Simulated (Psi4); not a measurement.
# CH3InO (SMILES [H][In]([H])([H])<-[C-]#[O+]) at M06-L/def2-SVP (core potential, sweep point 8)

What is the vertical electron affinity of CH3InO at M06-L/def2-SVP (core potential, sweep point 8)? The job is set up through a Python script.

The calculation is run with Psi4 1.11.

4 further runs of the same task are left out: 4 set aside as unsound or not needed.

**1. The structure to begin with**

CH3InO: 6 atoms, total charge 0, spin state singlet. SMILES: `[H][In]([H])([H])<-[C-]#[O+]`. The shape comes from GFN1-xTB, which is rough for such elements, and wasn't checked as a minimum.

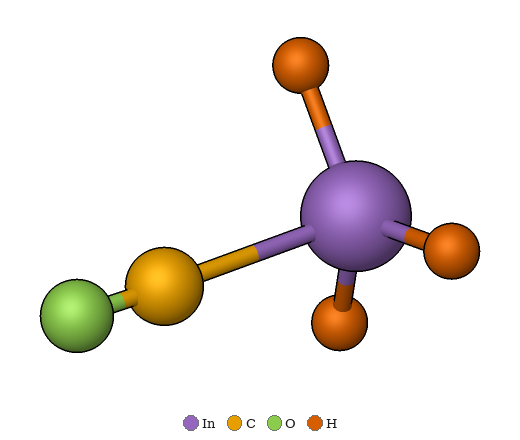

Viewed from a chosen angle; indium purple, carbon amber, oxygen green, hydrogen orange.

**2. The energy at M06-L/def2-SVP (core potential, sweep point 8)**

Contents of job.py:

```python
import psi4

psi4.set_memory('1600 MB')
psi4.set_num_threads(1)
psi4.core.set_output_file('output.dat', False)

mol = psi4.geometry("""
0 1
In    -0.014220    -0.000860    -0.949190
C      0.011440     0.017450     1.491920
O      0.045080    -0.004700     2.611200
H      1.683720     0.000680    -1.058710
H     -0.869060     1.463800    -1.072380
H     -0.856960    -1.476380    -1.022840
symmetry c1
""")

options = {'basis': 'def2-SVP', 'puream': True, 'scf_type': 'pk', 'dft_radial_points': 250, 'dft_spherical_points': 1202}
psi4.set_options(options)

e, wfn = psi4.energy("m06-l", molecule=mol, return_wfn=True)
print(f'total energy {e:.8f} hartree = {e * 27.211386:.5f} eV')
for k, v in sorted(psi4.core.scalar_variables().items()):
    print(f'{k:45s} {v:18.10f}')
```

On the command line:

```console
$ python job.py
```

output.dat, shortened:

```text
[...]
    !!!  WARNING: ECP capability is in beta. Please check occupations closely.  !!!
[...]
  Running in c1 symmetry.
[...]
  Nuclear repulsion =  101.357920285658309
[...]
  Multiplicity = 1
[...]
  Nalpha       = 19
  Nbeta        = 19
[...]
    Number of basis functions: 69
[...]
   @RKS iter   1:  -305.15733603264124   -1.13159e+00   5.48718e-03 ADIIS/DIIS
[...]
   @RKS iter   8:  -305.24239873816521   -4.29433e-08   8.69868e-07 DIIS
[...]
    Orbital Energies [Eh]
    ---------------------
    Doubly Occupied:
       1A    -19.125070     2A    -10.221565     3A     -4.570324
       4A     -2.994015     5A     -2.981535     6A     -2.981501
       7A     -1.165171     8A     -0.704304     9A     -0.695245
      10A     -0.695239    11A     -0.692204    12A     -0.692158
      13A     -0.574806    14A     -0.490777    15A     -0.490752
      16A     -0.448863    17A     -0.342685    18A     -0.254555
      19A     -0.254472
[...]
  @RKS Final Energy:  -305.24239873816521
   => Energetics <=
    Nuclear Repulsion Energy =            101.3579202856583095
    One-Electron Energy =                -691.8070664653853328
    Two-Electron Energy =                 317.0567887639076616
    DFT Exchange-Correlation Energy =     -31.8500413223458452
    Empirical Dispersion Energy =           0.0000000000000000
    VV10 Nonlocal Energy =                  0.0000000000000000
    Total Energy =                       -305.2423987381652069
[...]
 Multipole Moments:
 ------------------------------------------------------------------------------------
     Multipole            Electronic (a.u.)      Nuclear  (a.u.)        Total (a.u.)
 ------------------------------------------------------------------------------------
 L = 1.  Multiply by 2.5417464519 to convert [e a0] to [Debye]
 Dipole X            :         -0.5640114            0.5696358            0.0056244
 Dipole Y            :         -0.0502035            0.0586625            0.0084590
 Dipole Z            :        -37.9403977           38.6363226            0.6959250
 Magnitude           :                                                    0.6959991
[...]
```

The script printed:

```text
total energy -305.24239874 hartree = -8306.06874 eV
CURRENT ENERGY                                   -305.2423987382
CURRENT REFERENCE ENERGY                         -305.2423987382
DD SOLVATION ENERGY                                 0.0000000000
DFT FUNCTIONAL TOTAL ENERGY                      -305.2423987382
DFT TOTAL ENERGY                                 -305.2423987382
DFT VV10 ENERGY                                     0.0000000000
DFT XC ENERGY                                     -31.8500413223
GRID ELECTRONS ALPHA                               18.9999999926
GRID ELECTRONS BETA                                18.9999999926
GRID ELECTRONS TOTAL                               37.9999999852
NUCLEAR REPULSION ENERGY                          101.3579202857
ONE-ELECTRON ENERGY                              -691.8070664654
PCM POLARIZATION ENERGY                             0.0000000000
PE ENERGY                                           0.0000000000
SCF ITERATION ENERGY                             -305.2423987382
SCF ITERATIONS                                      8.0000000000
SCF TOTAL ENERGY                                 -305.2423987382
TWO-ELECTRON ENERGY                               317.0567887639
XC GRID RADIAL POINTS                             250.0000000000
XC GRID SPHERICAL POINTS                         1202.0000000000
XC GRID TOTAL POINTS                          1709633.0000000000
```

Wall time 61 s (1 thread of Intel Xeon Platinum 8488C (Sapphire Rapids), shared host); peak memory 1.3 GiB.

**3. The doublet anion**

Contents of calc.py:

```python
import psi4

psi4.set_memory(1600000000)
psi4.set_num_threads(1)
psi4.set_output_file('ch3ino.out', False)

molecule = psi4.geometry("""
-1 2
In    -0.014220    -0.000860    -0.949190
C      0.011440     0.017450     1.491920
O      0.045080    -0.004700     2.611200
H      1.683720     0.000680    -1.058710
H     -0.869060     1.463800    -1.072380
H     -0.856960    -1.476380    -1.022840
symmetry c1
""")

psi4.set_options({
    'reference': 'uks',
    'puream': True,
    'scf_type': 'pk',
    'dft_radial_points': 250,
    'dft_spherical_points': 1202,
    'maxiter': 150,
})

E = psi4.energy("m06-l/def2-SVP")
print(f'm06-l/def2-SVP energy: {E:.10f} Eh')
for k, v in sorted(psi4.core.scalar_variables().items()):
    print(f'{k:45s} {v:18.10f}')
```

On the command line:

```console
$ python calc.py
```

ch3ino.out, shortened:

```text
[...]
    !!!  WARNING: ECP capability is in beta. Please check occupations closely.  !!!
[...]
  Running in c1 symmetry.
[...]
  Nuclear repulsion =  101.357920285658309
[...]
  Multiplicity = 2
[...]
  Nalpha       = 20
  Nbeta        = 19
[...]
    Number of basis functions: 69
[...]
   @UKS iter   1:  -304.99814177440214   -9.72394e-01   8.56483e-03 ADIIS/DIIS
[...]
   @UKS iter  22:  -305.21441304886758   -1.69411e-08   8.29553e-08 DIIS
[...]
   @S^2 Observed:                7.526281761E-01
[...]
    Orbital Energies [Eh]
    ---------------------
    Alpha Occupied:
       1A    -18.825579     2A     -9.913342     3A     -4.377084
       4A     -2.796878     5A     -2.790736     6A     -2.789735
       7A     -0.885145     8A     -0.506868     9A     -0.502962
      10A     -0.502284    11A     -0.499759    12A     -0.499199
      13A     -0.314316    14A     -0.228038    15A     -0.222130
      16A     -0.219636    17A     -0.127198    18A     -0.076186
      19A     -0.074392    20A      0.134989
    Alpha Virtual:
      21A      0.142487    22A      0.155592    23A      0.238053
      24A      0.238704    25A      0.240125    26A      0.306693
[...]
  @UKS Final Energy:  -305.21441304886758
   => Energetics <=
    Nuclear Repulsion Energy =            101.3579202856583095
    One-Electron Energy =                -700.2781931662102579
    Two-Electron Energy =                 325.8406602354610868
    DFT Exchange-Correlation Energy =     -32.1348004037767367
    Empirical Dispersion Energy =           0.0000000000000000
    VV10 Nonlocal Energy =                  0.0000000000000000
    Total Energy =                       -305.2144130488675842
[...]
 Multipole Moments:
 ------------------------------------------------------------------------------------
     Multipole            Electronic (a.u.)      Nuclear  (a.u.)        Total (a.u.)
 ------------------------------------------------------------------------------------
 L = 1.  Multiply by 2.5417464519 to convert [e a0] to [Debye]
 Dipole X            :         -0.6066433            0.5696358           -0.0370075
 Dipole Y            :         -0.0100073            0.0586625            0.0486552
 Dipole Z            :        -39.1677722           38.6363226           -0.5314496
 Magnitude           :                                                    0.5349538
[...]
```

Standard output:

```text
m06-l/def2-SVP energy: -305.2144130489 Eh
CURRENT ENERGY                                   -305.2144130489
CURRENT REFERENCE ENERGY                         -305.2144130489
DD SOLVATION ENERGY                                 0.0000000000
DFT FUNCTIONAL TOTAL ENERGY                      -305.2144130489
DFT TOTAL ENERGY                                 -305.2144130489
DFT VV10 ENERGY                                     0.0000000000
DFT XC ENERGY                                     -32.1348004038
GRID ELECTRONS ALPHA                               19.9999999967
GRID ELECTRONS BETA                                18.9999999924
GRID ELECTRONS TOTAL                               38.9999999891
NUCLEAR REPULSION ENERGY                          101.3579202857
ONE-ELECTRON ENERGY                              -700.2781931662
PCM POLARIZATION ENERGY                             0.0000000000
PE ENERGY                                           0.0000000000
SCF ITERATION ENERGY                             -305.2144130489
SCF ITERATIONS                                     22.0000000000
SCF TOTAL ENERGY                                 -305.2144130489
TWO-ELECTRON ENERGY                               325.8406602355
XC GRID RADIAL POINTS                             250.0000000000
XC GRID SPHERICAL POINTS                         1202.0000000000
XC GRID TOTAL POINTS                          1709633.0000000000
```

It took 3.5 min on 1 thread of Intel Xeon Platinum 8488C (Sapphire Rapids), shared host; peak memory 1.3 GiB.

**4. What came out**

Level: M06-L/def2-SVP (core potential, sweep point 8).

```
                                         quantity          value
                     singlet CH3InO: total energy  -305.24240 Eh
                    singlet CH3InO: dipole moment         1.77 D
                      singlet CH3InO: HOMO energy       -6.92 eV
                      singlet CH3InO: LUMO energy       -2.74 eV
                    singlet CH3InO: HOMO–LUMO gap        4.18 eV
                      doublet anion: total energy  -305.21441 Eh
doublet anion: HOMO energy (highest over α and β)        3.67 eV
 doublet anion: LUMO energy (lowest over α and β)        3.88 eV
                              doublet anion: ⟨S²⟩          0.753
vertical electron affinity (to the doublet anion)      -0.762 eV
```

What this shows: The anion lies 0.76 eV (17.6 kcal/mol) above the neutral: the electron isn't bound at this level, and such a value depends on the basis. Without diffuse functions anions come out too high. The HOMO (doublet anion) lies at positive energy, 3.67 eV, as semi-local functionals often give for anions; only total energies tell whether the electron is bound.
